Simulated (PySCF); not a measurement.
# [Hg(H2CO)]2+: a change of charge

How does [Hg(H2CO)]2+ respond at fixed geometry? The runs cover a change of charge. It is a constructed species; whether it can be made isn't addressed.

Method: PBE0, Hg def2-SVP with ECP60, O def2-SVP, C def2-SVP, H def2-SVP; scalar-relativistic core potentials, no spin–orbit coupling; program: PySCF 2.14.0.

1 further run of the same task is left out (for a known fault of the program).

## (1) The system as given

5 atoms, charge 2, spin multiplicity 1.

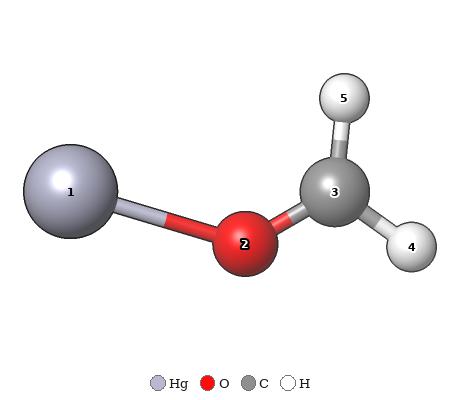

The geometry (mercury light grey, oxygen red, carbon grey, hydrogen white); atoms are numbered from 1 in the order of the file.

As a file:

```xyz
5

Hg   -0.27773    0.00000   -0.25928
O     0.48854    0.00000    1.77038
C    -0.04755    0.00000    2.87608
H     0.66708    0.00000    3.74079
H    -1.14238    0.00000    3.06912
```

Formal oxidation states: Hg +2. An earlier session relaxed this geometry at PBE0, Hg def2-SVP with ECP60, O def2-SVP, C def2-SVP, H def2-SVP (singlet, point group Cs).

Its energy there is -266.906930 Eh.

## (2) One electron removed, multiplicity 2

run.py (the lines that set the calculation) reads:

```python
mol = gto.M(atom='''
Hg    -0.27773     0.00000    -0.25928
O      0.48854     0.00000     1.77038
C     -0.04755     0.00000     2.87608
H      0.66708     0.00000     3.74079
H     -1.14238     0.00000     3.06912''',
    basis={'Hg': 'def2-SVP', 'O': 'def2-SVP', 'C': 'def2-SVP', 'H': 'def2-SVP'},
    ecp={'Hg': 'def2-SVP'},
    charge=3, spin=1)
mf = dft.UKS(mol, xc='PBE0')
mf.grids.atom_grid = (50, 194)
mf = mf.density_fit()  # fitting sets: Hg def2-universal-JKFIT, O def2-universal-JKFIT, C def2-universal-JKFIT, H def2-universal-JKFIT
mf.conv_tol = 1e-08; mf.max_cycle = 55
mf.kernel(dm0)  # dm0: the density of the relaxed state
```

Command:

```console
$ OMP_NUM_THREADS=2 python run.py
```

What it wrote:

```text
init E= -266.916153381218
  HOMO = -0.783743876594  LUMO = -0.765855929702  gap/eV = 0.48676
cycle= 1 E= -266.000942405449  delta_E= 0.915  |g|= 0.273  |ddm|= 0.934
  HOMO = -1.16806529451  LUMO = -1.04906504627  gap/eV = 3.23816
cycle= 2 E= -265.964922072059  delta_E= 0.036  |g|= 0.461  |ddm|= 0.701
  HOMO = -1.11696816656  LUMO = -0.978503839573  gap/eV = 3.76781
cycle= 3 E= -266.043168223856  delta_E= -0.0782  |g|= 0.105  |ddm|= 0.309
  HOMO = -1.10285383934  LUMO = -0.957042481045  gap/eV = 3.96773
cycle= 4 E= -266.048307937396  delta_E= -0.00514  |g|= 0.026  |ddm|= 0.0961
  HOMO = -1.10320986524  LUMO = -0.949257362305  gap/eV = 4.18926
cycle= 5 E= -266.04883243946  delta_E= -0.000525  |g|= 0.00787  |ddm|= 0.042
  HOMO = -1.1038652549  LUMO = -0.947737673376  gap/eV = 4.24845
cycle= 6 E= -266.048907692227  delta_E= -7.53e-05  |g|= 0.00412  |ddm|= 0.0164
  HOMO = -1.10450640499  LUMO = -0.947557821564  gap/eV = 4.27079
cycle= 7 E= -266.048927511467  delta_E= -1.98e-05  |g|= 0.0014  |ddm|= 0.0094
  HOMO = -1.10440184867  LUMO = -0.94750805298  gap/eV = 4.26930
cycle= 8 E= -266.048930272309  delta_E= -2.76e-06  |g|= 0.000363  |ddm|= 0.00309
  HOMO = -1.10438351719  LUMO = -0.947487724088  gap/eV = 4.26935
cycle= 9 E= -266.048930548922  delta_E= -2.77e-07  |g|= 0.000136  |ddm|= 0.000976
  HOMO = -1.10438393209  LUMO = -0.947477890894  gap/eV = 4.26963
cycle= 10 E= -266.048930579821  delta_E= -3.09e-08  |g|= 5.1e-05  |ddm|= 0.000282
  HOMO = -1.1043883401  LUMO = -0.947478970653  gap/eV = 4.26972
cycle= 11 E= -266.048930585397  delta_E= -5.58e-09  |g|= 2.06e-05  |ddm|= 0.000132
  HOMO = -1.10438862775  LUMO = -0.94747754513  gap/eV = 4.26977
Extra cycle  E= -266.048930585676  delta_E= -2.79e-10  |g|= 2.6e-05  |ddm|= 3.9e-05
converged SCF energy = -266.048930585676  <S^2> = 0.75700546  2S+1 = 2.0069932
```

Run time: 0.9 s. Hardware: 2 threads of Arm Neoverse V2, shared host.

Result: E = -266.048931 Eh (+23.347 eV from the relaxed state), HOMO -30.05 eV, LUMO -25.78 eV (over both spins), ⟨S²⟩ = 0.757, Mulliken charge on Hg1 +1.85 e. 

## (3) One electron added, multiplicity 2

run.py (the lines that set the calculation), as its differences from that of step 2:

```diff
@@ -8,3 +8,3 @@
     ecp={'Hg': 'def2-SVP'},
-    charge=3, spin=1)
+    charge=1, spin=1)
 mf = dft.UKS(mol, xc='PBE0')
```

Command:

```console
$ OMP_NUM_THREADS=2 python run.py
```

What it wrote:

```text
init E= -266.915129390987
  HOMO = -0.649500910551  LUMO = -0.640216109248  gap/eV = 0.25265
cycle= 1 E= -267.440932906633  delta_E= -0.526  |g|= 0.198  |ddm|= 1.68
  HOMO = -0.423614315533  LUMO = -0.326677754433  gap/eV = 2.63778
cycle= 2 E= -267.430260485473  delta_E= 0.0107  |g|= 0.298  |ddm|= 0.681
  HOMO = -0.460311045569  LUMO = -0.361540814105  gap/eV = 2.68767
cycle= 3 E= -267.463820991098  delta_E= -0.0336  |g|= 0.0795  |ddm|= 0.267
  HOMO = -0.469383975608  LUMO = -0.368373602206  gap/eV = 2.74863
cycle= 4 E= -267.466203539065  delta_E= -0.00238  |g|= 0.0135  |ddm|= 0.0814
  HOMO = -0.472952301875  LUMO = -0.370149277127  gap/eV = 2.79741
cycle= 5 E= -267.466296983256  delta_E= -9.34e-05  |g|= 0.00463  |ddm|= 0.0252
  HOMO = -0.473506045378  LUMO = -0.370232471049  gap/eV = 2.81022
cycle= 6 E= -267.466309052232  delta_E= -1.21e-05  |g|= 0.00143  |ddm|= 0.00704
  HOMO = -0.473476339089  LUMO = -0.37005919427  gap/eV = 2.81412
cycle= 7 E= -267.466311166267  delta_E= -2.11e-06  |g|= 0.000509  |ddm|= 0.00409
  HOMO = -0.473502407216  LUMO = -0.370059717074  gap/eV = 2.81482
cycle= 8 E= -267.466311444489  delta_E= -2.78e-07  |g|= 0.000191  |ddm|= 0.00127
  HOMO = -0.473519544169  LUMO = -0.370077729625  gap/eV = 2.81480
cycle= 9 E= -267.466311491152  delta_E= -4.67e-08  |g|= 8.52e-05  |ddm|= 0.000459
  HOMO = -0.473522704382  LUMO = -0.370084881606  gap/eV = 2.81469
cycle= 10 E= -267.46631150252  delta_E= -1.14e-08  |g|= 3.47e-05  |ddm|= 0.00017
  HOMO = -0.473521990319  LUMO = -0.37008435551  gap/eV = 2.81468
cycle= 11 E= -267.466311506466  delta_E= -3.95e-09  |g|= 1.68e-05  |ddm|= 0.000112
  HOMO = -0.473522119604  LUMO = -0.370083556862  gap/eV = 2.81471
Extra cycle  E= -267.466311506949  delta_E= -4.82e-10  |g|= 1.6e-05  |ddm|= 3.47e-05
converged SCF energy = -267.466311506949  <S^2> = 0.75265815  2S+1 = 2.0026564
```

Wall time 0.9 s (2 threads of Arm Neoverse V2, shared host).

It gives: E = -267.466312 Eh (-15.222 eV from the relaxed state), HOMO -12.89 eV, LUMO -10.07 eV (over both spins), ⟨S²⟩ = 0.753, Mulliken charge on Hg1 +0.71 e. 

## (4) Results

| state | energy from the relaxed state (eV) | ⟨S²⟩ | time |
| --- | --- | --- | --- |
| charge +2, singlet, vacuum (relaxed) | 0 | 0.00 |  |
| charge +1, doublet, vacuum | -15.22 | 0.75 | 0.9 s |
| charge +3, doublet, vacuum | 23.35 | 0.76 | 0.9 s |

An electron taken off or put on is at rest in vacuum. 

Removing an electron vertically costs 23.35 eV (doublet), against −HOMO = 21.08 eV. Adding an electron vertically releases 15.22 eV (doublet). The bases are small and lack diffuse functions. Spin–orbit coupling is left out.
